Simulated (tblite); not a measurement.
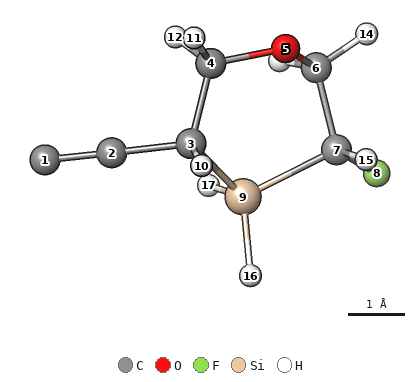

**Figure 1.** The input geometry (ball-and-stick view, seen at a tilt; atoms are numbered from 1 in the order of the input).

**Geometry relaxation, with input and output: C₆H₈FOSi (part 1 of 4)**

- system: C₆H₈FOSi, multiplicity 2
- method: GFN2-xTB geometry optimisation, gas phase (tblite 0.8.0)

It belongs to a series of runs on one base structure; here: H removed from sp C.

**The input**
```
{"job": {"kind": "relax", "xc": "GFN2-xTB", "basis": "xTB"}, "charge": 0, "multiplicity": 2}
C      3.481500     0.457900    -1.080900
C      2.454800     0.341600    -0.412300
C      1.257700     0.181600     0.437700
C      0.752900    -1.219100     0.303800
O     -0.552700    -1.416900     0.706900
C     -1.507600    -0.872700    -0.136300
C     -1.677000     0.594800     0.254400
F     -2.719800     1.202600    -0.370500
Si    -0.026800     1.360200    -0.253600
H      1.511400     0.431000     1.467700
H      1.374400    -1.834000     1.020300
H      0.998800    -1.601700    -0.689800
H     -1.247600    -0.892900    -1.192600
H     -2.460700    -1.418500     0.008800
H     -1.768000     0.642200     1.373800
H      0.116600     2.720900     0.282700
H      0.005100     1.335100    -1.730000
```

The first line tells a small driver script what to run in tblite; the rest is the geometry in Å.

Hardware: 1 CPU thread, shared host.

Command:
```bash
OMP_NUM_THREADS=1 python <driver script> task.json out
```

**The program's output**
```
step      E/eV     max force
  0    -741.29183    3.380
  1    -741.31128    7.867
  2    -741.52571    1.102
  3    -741.55791    0.494
  4    -741.58790    0.383
  5    -741.61425    0.552
  6    -741.62434    0.284
  7    -741.63087    0.174
  8    -741.63588    0.299
  9    -741.64181    0.364
 10    -741.64891    0.323
 11    -741.65775    0.211
 12    -741.66646    0.210
 13    -741.67243    0.170
 14    -741.67614    0.156
 15    -741.68003    0.139
 16    -741.68470    0.196
 17    -741.68983    0.224
 18    -741.69474    0.228
 19    -741.69919    0.204
 20    -741.70349    0.167
 21    -741.70781    0.205
 22    -741.71187    0.205
 23    -741.71531    0.121
 24    -741.71825    0.263
 25    -741.72115    0.151
 26    -741.72453    0.225
 27    -741.72649    0.205
 28    -741.72803    0.109
 29    -741.72917    0.089
 30    -741.73030    0.113
 31    -741.73143    0.137
 32    -741.73248    0.105
 33    -741.73336    0.071
 34    -741.73428    0.090
 35    -741.73545    0.111
 36    -741.73690    0.102
 37    -741.73826    0.069
 38    -741.73927    0.076
 39    -741.74006    0.075
 40    -741.74081    0.091
 41    -741.74154    0.069
 42    -741.74220    0.050
 43    -741.74278    0.060
 44    -741.74335    0.075
 45    -741.74387    0.060
 46    -741.74420    0.032
 47    -741.74439    0.036
 48    -741.74454    0.053
 49    -741.74476    0.057
 50    -741.74503    0.043
 51    -741.74525    0.030
 52    -741.74539    0.026
 53    -741.74550    0.031
 54    -741.74561    0.026
 55    -741.74574    0.024
 56    -741.74585    0.023
 57    -741.74593    0.028
 58    -741.74601    0.032
 59    -741.74610    0.026
 60    -741.74618    0.021
 61    -741.74624    0.016
 62    -741.74628    0.018
 63    -741.74633    0.019
 64    -741.74640    0.026
 65    -741.74651    0.035
 66    -741.74667    0.038
 67    -741.74684    0.037
 68    -741.74698    0.026
 69    -741.74711    0.029
 70    -741.74722    0.030
 71    -741.74734    0.027
 72    -741.74745    0.033
 73    -741.74753    0.030
 74    -741.74760    0.017
 75    -741.74767    0.019
 76    -741.74774    0.027
 77    -741.74781    0.037
 78    -741.74786    0.032
 79    -741.74789    0.018
 80    -741.74792    0.012
 81    -741.74794    0.017
 82    -741.74797    0.029
 83    -741.74802    0.035
 84    -741.74809    0.031
 85    -741.74814    0.014
 86    -741.74817    0.009
```

**Trajectory as extended XYZ (Å, eV, eV/Å), 48 of the 87 frames kept, from step=0 to step=86**
```
17
Properties=species:S:1:pos:R:3:forces:R:3 step=0 energy=-741.29183
C     3.4815    0.4579   -1.0809   -2.7100  -0.4400   1.9720
C     2.4548    0.3416   -0.4123    2.3600   0.5430  -1.5990
C     1.2577    0.1816    0.4377    1.0040   0.8290  -0.4400
C     0.7529   -1.2191    0.3038    1.6900  -1.5020   1.1550
O    -0.5527   -1.4169    0.7069   -0.3340  -0.6910   0.0700
C    -1.5076   -0.8727   -0.1363   -1.2470   0.3660   0.1280
C    -1.6770    0.5948    0.2544    0.6270  -0.2610   1.0750
F    -2.7198    1.2026   -0.3705   -0.5050   0.0910   0.0620
Si   -0.0268    1.3602   -0.2536    0.1280   1.5050  -0.7160
H     1.5114    0.4310    1.4677    0.0230  -0.0660   0.1000
H     1.3744   -1.8340    1.0203   -0.5780   0.1100  -0.5360
H     0.9988   -1.6017   -0.6898   -0.4230  -0.0730  -0.3110
H    -1.2476   -0.8929   -1.1926    0.1460  -0.4370  -0.2780
H    -2.4607   -1.4185    0.0088    0.3700   0.0400   0.0140
H    -1.7680    0.6422    1.3738   -0.5710   0.0800  -0.8220
H     0.1166    2.7209    0.2827    0.0170  -0.1350  -0.0460
H     0.0051    1.3351   -1.7300    0.0010   0.0410   0.1720
17
Properties=species:S:1:pos:R:3:forces:R:3 step=2 energy=-741.52571
C     3.4668    0.4528   -1.0665   -0.6470  -0.1740   0.5860
C     2.4586    0.3484   -0.4141    0.8960   0.3250  -0.5540
C     1.2822    0.2009    0.4244   -0.1110  -0.0950   0.0960
C     0.7899   -1.2503    0.3274   -0.3650   0.4510  -0.4810
O    -0.5592   -1.4343    0.7077    0.1760  -0.3930  -0.1540
C    -1.5334   -0.8637   -0.1339    0.4320   0.0840  -0.0540
C    -1.6627    0.5903    0.2766    0.0750   0.2580  -0.3840
F    -2.7308    1.2039   -0.3673    0.0710  -0.1260   0.3560
Si   -0.0231    1.3951   -0.2706    0.0540   0.3050  -0.2060
H     1.5130    0.4298    1.4694    0.0740   0.0480  -0.0700
H     1.3629   -1.8348    1.0106    0.3500  -0.6980   0.5080
H     0.9881   -1.6038   -0.6966   -0.2580  -0.0990   0.0370
H    -1.2447   -0.9040   -1.1981   -0.0710  -0.2730   0.1320
H    -2.4536   -1.4185    0.0096   -0.2180  -0.1600   0.1070
H    -1.7832    0.6444    1.3557   -0.5110   0.1070   0.1090
H     0.1172    2.7195    0.2822    0.0640   0.3640   0.1200
H     0.0051    1.3364   -1.7267   -0.0110   0.0770  -0.1510
17
Properties=species:S:1:pos:R:3:forces:R:3 step=4 energy=-741.58790
C     3.4666    0.4482   -1.0592    0.3610  -0.0630  -0.0840
C     2.4650    0.3588   -0.4157   -0.2510   0.1520   0.2150
C     1.2814    0.2018    0.4231   -0.0780   0.0500  -0.0530
C     0.7874   -1.2442    0.3212    0.2020  -0.2550   0.2030
O    -0.5541   -1.4506    0.7003    0.0140  -0.1610  -0.1190
C    -1.5242   -0.8626   -0.1333   -0.0370  -0.1330   0.0920
C    -1.6569    0.5991    0.2688    0.1190   0.0040   0.1140
F    -2.7310    1.1997   -0.3540   -0.1100  -0.0170   0.0910
Si   -0.0194    1.4113   -0.2794    0.0880   0.1850  -0.0180
H     1.5165    0.4315    1.4667    0.0520   0.0400  -0.0700
H     1.3699   -1.8569    1.0222   -0.1110  -0.0800  -0.1540
H     0.9764   -1.6082   -0.6977   -0.1470  -0.0610  -0.0420
H    -1.2465   -0.9167   -1.1948   -0.0100  -0.2170  -0.0040
H    -2.4578   -1.4223    0.0137    0.1210   0.0900   0.0740
H    -1.8050    0.6490    1.3549   -0.2790   0.0810  -0.1330
H     0.1200    2.7343    0.2868    0.0630   0.2850   0.0680
H     0.0047    1.3400   -1.7333    0.0020   0.0990  -0.1800
17
Properties=species:S:1:pos:R:3:forces:R:3 step=5 energy=-741.61425
C     3.4714    0.4424   -1.0528    0.5190  -0.0490  -0.1820
C     2.4670    0.3711   -0.4140   -0.4340   0.1010   0.2960
C     1.2805    0.2051    0.4201   -0.0820  -0.0470  -0.0360
C     0.7936   -1.2490    0.3235    0.1050  -0.2630   0.1320
O    -0.5507   -1.4677    0.6921   -0.0240  -0.0280   0.0190
C    -1.5206   -0.8645   -0.1304   -0.0270  -0.1310   0.0550
C    -1.6485    0.6048    0.2680   -0.0090  -0.1250   0.1530
F    -2.7351    1.1964   -0.3421   -0.0890   0.0000  -0.0620
Si   -0.0142    1.4302   -0.2874    0.0300   0.0190   0.1010
H     1.5204    0.4337    1.4630    0.0160   0.0500  -0.0630
H     1.3712   -1.8748    1.0257   -0.1470   0.1010  -0.2780
H     0.9636   -1.6130   -0.7001   -0.0090  -0.0260  -0.0080
H    -1.2479   -0.9322   -1.1931   -0.0120  -0.1330  -0.0120
H    -2.4570   -1.4226    0.0186    0.1570   0.1520   0.0920
H    -1.8289    0.6546    1.3494   -0.0660   0.0550  -0.0890
H     0.1237    2.7522    0.2918    0.0630   0.2030   0.0170
H     0.0045    1.3454   -1.7424    0.0090   0.1240  -0.1350
17
Properties=species:S:1:pos:R:3:forces:R:3 step=7 energy=-741.63087
C     3.4823    0.4339   -1.0449    0.0120  -0.0830   0.1520
C     2.4655    0.3869   -0.4115    0.0020   0.0900  -0.0560
C     1.2768    0.2033    0.4174    0.0110  -0.0840  -0.0280
C     0.7976   -1.2591    0.3254   -0.1020   0.0100  -0.0920
O    -0.5488   -1.4819    0.6889   -0.0170   0.0220   0.1130
C    -1.5162   -0.8697   -0.1270    0.0370  -0.0120   0.0160
C    -1.6445    0.6040    0.2707   -0.0670  -0.0650  -0.0170
F    -2.7401    1.1929   -0.3364    0.0170  -0.0560  -0.1230
Si   -0.0107    1.4448   -0.2894   -0.0620  -0.0370   0.0700
H     1.5234    0.4376    1.4577   -0.0330   0.0210  -0.0360
H     1.3687   -1.8860    1.0188    0.0010   0.0300  -0.1340
H     0.9547   -1.6179   -0.7017    0.0700  -0.0230  -0.0220
H    -1.2497   -0.9493   -1.1916   -0.0070  -0.0550   0.0090
H    -2.4517   -1.4173    0.0273    0.0200   0.0620   0.1140
H    -1.8485    0.6609    1.3440    0.0590   0.0070   0.0400
H     0.1294    2.7735    0.2956    0.0510   0.0310  -0.0520
H     0.0048    1.3556   -1.7534    0.0080   0.1410   0.0450
17
Properties=species:S:1:pos:R:3:forces:R:3 step=9 energy=-741.64181
C     3.4931    0.4226   -1.0302   -0.2090  -0.0820   0.2860
C     2.4612    0.4025   -0.4124    0.1710   0.0400  -0.2050
C     1.2744    0.1962    0.4136    0.0260   0.0580  -0.0310
C     0.7928   -1.2650    0.3206   -0.0510   0.1420  -0.1250
O    -0.5490   -1.4869    0.6954    0.0280   0.0450   0.0200
C    -1.5116   -0.8746   -0.1232   -0.0150   0.0530   0.0250
C    -1.6474    0.5986    0.2716    0.0190   0.0860  -0.0880
F    -2.7418    1.1862   -0.3438    0.0620  -0.1040  -0.0910
Si   -0.0134    1.4491   -0.2841   -0.0490   0.0180  -0.0270
H     1.5223    0.4412    1.4516   -0.0570  -0.0430  -0.0150
H     1.3668   -1.8888    1.0029    0.1250  -0.0900   0.0420
H     0.9554   -1.6225   -0.7049    0.0000  -0.0210  -0.0730
H    -1.2513   -0.9633   -1.1898   -0.0010  -0.0240   0.0620
H    -2.4468   -1.4090    0.0415   -0.1240  -0.0680   0.0960
H    -1.8542    0.6649    1.3436    0.0480  -0.0280   0.0360
H     0.1368    2.7877    0.2933    0.0290  -0.1080  -0.0790
H     0.0056    1.3732   -1.7557   -0.0030   0.1290   0.1670
17
Properties=species:S:1:pos:R:3:forces:R:3 step=11 energy=-741.65775
C     3.5088    0.4005   -0.9949   -0.0960  -0.0440   0.1830
C     2.4514    0.4265   -0.4193    0.0850  -0.0590  -0.1420
C     1.2720    0.1916    0.4041   -0.0530   0.1720  -0.0200
C     0.7861   -1.2671    0.3073    0.1730   0.0550   0.0010
O    -0.5473   -1.4882    0.7064    0.0970   0.0720  -0.1270
C    -1.5091   -0.8796   -0.1142   -0.1130   0.0190   0.0650
C    -1.6500    0.5956    0.2691    0.0890   0.1110  -0.0420
F    -2.7403    1.1682   -0.3646    0.0340  -0.0750  -0.0360
Si   -0.0206    1.4554   -0.2766    0.0410   0.0450  -0.0700
H     1.5156    0.4427    1.4413   -0.0570  -0.0930   0.0240
H     1.3713   -1.8957    0.9778    0.1220  -0.0490   0.0840
H     0.9564   -1.6303   -0.7160   -0.1320   0.0370  -0.0780
H    -1.2538   -0.9857   -1.1819   -0.0370   0.0130   0.1180
H    -2.4477   -1.4006    0.0707   -0.1370  -0.1230   0.0350
H    -1.8568    0.6684    1.3439    0.0020  -0.0230  -0.0700
H     0.1505    2.7996    0.2831    0.0050  -0.1400  -0.0290
H     0.0065    1.4108   -1.7463   -0.0210   0.0820   0.1030
17
Properties=species:S:1:pos:R:3:forces:R:3 step=13 energy=-741.67243
C     3.5238    0.3774   -0.9535    0.0980  -0.0050   0.0280
C     2.4412    0.4439   -0.4303   -0.0310  -0.1120   0.0080
C     1.2673    0.1973    0.3934   -0.0370   0.0310   0.0090
C     0.7909   -1.2660    0.2945    0.1310  -0.0240   0.0340
O    -0.5393   -1.4855    0.7097    0.0860   0.0180  -0.0520
C    -1.5135   -0.8832   -0.1016   -0.0340  -0.0480   0.0630
C    -1.6477    0.5980    0.2644    0.0050  -0.0460   0.0010
F    -2.7372    1.1471   -0.3867   -0.0150   0.0220  -0.0090
Si   -0.0248    1.4639   -0.2737    0.0550  -0.0240  -0.0190
H     1.5056    0.4383    1.4334   -0.0340  -0.0590   0.0390
H     1.3832   -1.9040    0.9588    0.0500   0.0970  -0.0020
H     0.9485   -1.6345   -0.7312   -0.1320   0.1020  -0.0310
H    -1.2595   -1.0058   -1.1669   -0.1070   0.0400   0.0680
H    -2.4562   -1.4001    0.1006    0.0140  -0.0550   0.0020
H    -1.8592    0.6709    1.3392   -0.0240   0.0390  -0.0950
H     0.1638    2.8026    0.2725    0.0020  -0.0090   0.0790
H     0.0060    1.4517   -1.7325   -0.0280   0.0330  -0.1230
17
Properties=species:S:1:pos:R:3:forces:R:3 step=15 energy=-741.68003
C     3.5345    0.3658   -0.9295    0.0820   0.0110   0.0060
C     2.4376    0.4445   -0.4368    0.0190  -0.0970   0.0620
C     1.2641    0.2021    0.3890    0.0660  -0.0870   0.0140
C     0.8003   -1.2647    0.2888   -0.0870   0.0170  -0.0310
O    -0.5295   -1.4844    0.7083   -0.0130  -0.0450   0.1100
C    -1.5169   -0.8873   -0.0915    0.0580  -0.0430   0.0190
C    -1.6459    0.5974    0.2606   -0.0500  -0.0690  -0.0190
F    -2.7362    1.1382   -0.3969   -0.0070   0.0400  -0.0190
Si   -0.0233    1.4677   -0.2756   -0.0170  -0.0290  -0.0410
H     1.4986    0.4319    1.4324   -0.0140  -0.0060   0.0200
H     1.3944   -1.9033    0.9518    0.0440   0.1170  -0.0600
H     0.9350   -1.6293   -0.7410   -0.0250   0.0920  -0.0220
H    -1.2700   -1.0129   -1.1552   -0.1010   0.0210  -0.0410
H    -2.4602   -1.4052    0.1153    0.0920  -0.0220   0.0360
H    -1.8634    0.6750    1.3310   -0.0210   0.0720  -0.0050
H     0.1702    2.8030    0.2734   -0.0020   0.0160   0.1020
H     0.0036    1.4734   -1.7341   -0.0240   0.0120  -0.1320
17
Properties=species:S:1:pos:R:3:forces:R:3 step=16 energy=-741.68470
C     3.5425    0.3597   -0.9150    0.0180   0.0180   0.0200
C     2.4371    0.4406   -0.4395    0.1040  -0.0760   0.0660
C     1.2636    0.2030    0.3872    0.0840  -0.0920   0.0040
C     0.8044   -1.2634    0.2851   -0.1840   0.0400  -0.0540
O    -0.5235   -1.4844    0.7099   -0.0730  -0.0600   0.1520
C    -1.5177   -0.8912   -0.0847    0.0740  -0.0180  -0.0110
C    -1.6461    0.5950    0.2577   -0.0410  -0.0240  -0.0260
F    -2.7357    1.1344   -0.4033    0.0080   0.0210  -0.0230
Si   -0.0225    1.4685   -0.2780   -0.0470  -0.0030  -0.0690
H     1.4937    0.4274    1.4330    0.0010   0.0230   0.0020
H     1.4026   -1.8984    0.9465    0.0490   0.0810  -0.0820
H     0.9256   -1.6227   -0.7475    0.0310   0.0660  -0.0220
H    -1.2798   -1.0155   -1.1491   -0.0680  -0.0110  -0.0890
H    -2.4600   -1.4095    0.1244    0.0970  -0.0260   0.0680
H    -1.8661    0.6796    1.3256   -0.0220   0.0800   0.0490
H     0.1736    2.8028    0.2773   -0.0120  -0.0180   0.0890
H     0.0013    1.4860   -1.7394   -0.0210  -0.0010  -0.0730
17
Properties=species:S:1:pos:R:3:forces:R:3 step=18 energy=-741.69474
C     3.5625    0.3470   -0.8822   -0.0610   0.0190   0.0260
C     2.4417    0.4276   -0.4403    0.2090  -0.0290   0.0860
C     1.2651    0.2013    0.3828   -0.0090   0.0340  -0.0320
C     0.8040   -1.2597    0.2753   -0.1530   0.0380  -0.0230
O    -0.5150   -1.4860    0.7210   -0.1010  -0.0140   0.0360
C    -1.5170   -0.9010   -0.0702   -0.0030   0.0470  -0.0460
C    -1.6484    0.5891    0.2512    0.0240   0.0870   0.0050
F    -2.7342    1.1265   -0.4204    0.0310  -0.0390  -0.0230
Si   -0.0229    1.4696   -0.2867   -0.0280   0.0360  -0.0700
H     1.4831    0.4189    1.4337    0.0220   0.0600  -0.0460
H     1.4228   -1.8825    0.9273    0.0240  -0.0360  -0.1110
H     0.9068   -1.6044   -0.7635    0.0510  -0.0010  -0.0070
H    -1.3044   -1.0226   -1.1404    0.0290  -0.0850  -0.0660
H    -2.4540   -1.4204    0.1497    0.0350  -0.0440   0.1080
H    -1.8722    0.6943    1.3160   -0.0190   0.0660   0.0660
H     0.1803    2.7999    0.2906   -0.0380  -0.1070   0.0390
H    -0.0051    1.5144   -1.7538   -0.0130  -0.0310   0.0590
17
Properties=species:S:1:pos:R:3:forces:R:3 step=20 energy=-741.70349
C     3.5831    0.3338   -0.8491    0.0340   0.0110  -0.0240
C     2.4541    0.4187   -0.4325    0.0680  -0.0180   0.1390
C     1.2643    0.2020    0.3747   -0.0820   0.1130  -0.0430
C     0.7947   -1.2559    0.2644    0.0910   0.0130   0.0170
O    -0.5135   -1.4884    0.7331    0.0150   0.0660  -0.1530
C    -1.5172   -0.9076   -0.0589   -0.0960   0.0480  -0.0010
C    -1.6491    0.5885    0.2467    0.0340   0.0540   0.0270
F    -2.7312    1.1142   -0.4399    0.0160  -0.0340  -0.0160
Si   -0.0256    1.4740   -0.2967    0.0320  -0.0110   0.0100
H     1.4745    0.4167    1.4287    0.0070   0.0660  -0.0660
H     1.4410   -1.8724    0.8973   -0.0530  -0.0840  -0.0940
H     0.8933   -1.5903   -0.7790   -0.0310  -0.0230   0.0170
H    -1.3239   -1.0394   -1.1352    0.0560  -0.0830   0.0660
H    -2.4460   -1.4303    0.1840   -0.0340  -0.0030   0.0680
H    -1.8799    0.7125    1.3110    0.0050   0.0320  -0.0250
H     0.1857    2.7932    0.3035   -0.0520  -0.0940   0.0250
H    -0.0113    1.5429   -1.7619   -0.0110  -0.0510   0.0540
17
Properties=species:S:1:pos:R:3:forces:R:3 step=22 energy=-741.71187
C     3.6062    0.3180   -0.8108    0.1740   0.0040  -0.0750
C     2.4725    0.4121   -0.4166   -0.1360   0.0000   0.1530
C     1.2593    0.2095    0.3622    0.0240   0.0160  -0.0110
C     0.7906   -1.2500    0.2507    0.1620   0.0110  -0.0370
O    -0.5098   -1.4875    0.7359    0.1130   0.0650  -0.1090
C    -1.5229   -0.9111   -0.0462   -0.0350  -0.0170   0.0530
C    -1.6479    0.5914    0.2425   -0.0300  -0.0610  -0.0120
F    -2.7268    1.0969   -0.4628   -0.0210   0.0340  -0.0150
Si   -0.0272    1.4795   -0.3060    0.0230  -0.0700   0.0630
H     1.4653    0.4199    1.4176   -0.0290   0.0710  -0.0270
H     1.4567   -1.8713    0.8585   -0.1000  -0.0630  -0.0310
H     0.8768   -1.5790   -0.7954   -0.0590  -0.0050  -0.0170
H    -1.3404   -1.0659   -1.1235   -0.0040  -0.0140   0.1190
H    -2.4413   -1.4394    0.2275   -0.0500   0.0800   0.0030
H    -1.8888    0.7339    1.3041    0.0280   0.0070  -0.0810
H     0.1892    2.7821    0.3176   -0.0510   0.0040   0.0490
H    -0.0184    1.5730   -1.7651   -0.0090  -0.0620  -0.0240
17
Properties=species:S:1:pos:R:3:forces:R:3 step=24 energy=-741.71825
C     3.6271    0.3063   -0.7798    0.2480  -0.0020  -0.0890
C     2.4922    0.4036   -0.3964   -0.1900   0.0600   0.0780
C     1.2581    0.2173    0.3515    0.1330  -0.0930   0.0310
C     0.7964   -1.2423    0.2356   -0.0130   0.0050  -0.0980
O    -0.4989   -1.4826    0.7313    0.0560  -0.0030   0.1220
C    -1.5297   -0.9146   -0.0323    0.0870  -0.0400   0.0500
C    -1.6488    0.5910    0.2368   -0.0390  -0.0610  -0.0670
F    -2.7237    1.0855   -0.4822   -0.0350   0.0600  -0.0210
Si   -0.0271    1.4795   -0.3123   -0.0320  -0.0340   0.0230
H     1.4552    0.4278    1.4072   -0.0480   0.0560   0.0480
H     1.4646   -1.8748    0.8249   -0.0450  -0.0540   0.0300
H     0.8580   -1.5678   -0.8111    0.0120   0.0180  -0.1070
H    -1.3560   -1.0883   -1.1059   -0.0640   0.0260   0.0180
H    -2.4408   -1.4436    0.2645   -0.0350   0.0970  -0.0030
H    -1.8948    0.7536    1.2928    0.0190  -0.0090  -0.0330
H     0.1869    2.7700    0.3352   -0.0530   0.0370   0.0400
H    -0.0258    1.5914   -1.7698   -0.0030  -0.0650  -0.0220
```
